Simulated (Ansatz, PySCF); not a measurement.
Bond stretch in AlB, lowest singlet found (which spin is the ground state isn't settled by this scan).

Levels of theory: UKS-PBE = unrestricted PBE/aug-cc-pVDZ (Ansatz, a quantum-chemistry and plane-wave program); RKS-B3LYP/6-311+G** = restricted B3LYP/6-311+G**, spherical d run with PySCF; RKS-B3LYP/6-31G* = restricted B3LYP/6-31G*, spherical d (PySCF).

Energies are in kJ/mol, each relative to the lowest point of its own curve between 1.72 and 2.13 Å, where full CI is lowest.

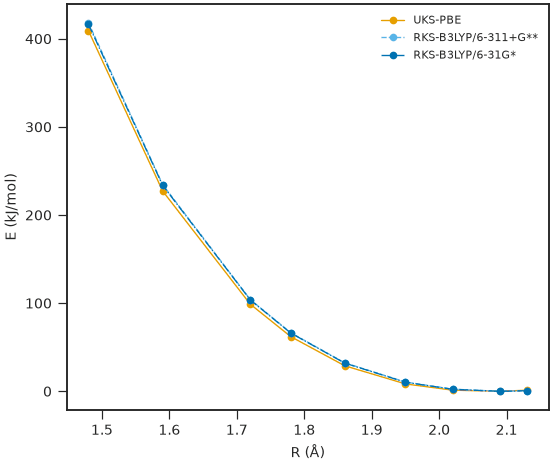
Energy against bond length for each method.

```csv
R / Å,UKS-PBE,RKS-B3LYP/6-311+G**,RKS-B3LYP/6-31G*
1.48,409.3,418.2,416.6
1.59,227.3,234.6,233.8
1.72,98.9,104.1,103.7
1.78,62.1,66.4,66.1
1.86,29.0,32.3,32.0
1.95,8.4,10.5,10.3
2.02,1.3,2.4,2.3
2.09,0.0,0.0,0.0
2.13,1.2,0.6,0.7
```

At the longest distance, 2.13 Å, UKS-PBE lies highest above its minimum (1.2 kJ/mol) and RKS-B3LYP/6-311+G** lowest (0.6 kJ/mol).

The scan ran from 1.48 to 7.01 Å; beyond the distances shown full CI changes its symmetry label. The unrestricted determinant behind UKS-PBE is spin-contaminated at 1.48 to 2.13 Å (<S²> up to 1.0, against 0.00 for a pure singlet). The restricted form behind RKS-B3LYP/6-311+G**, RKS-B3LYP/6-31G* keeps the bonding electrons paired and can't separate into open-shell fragments.
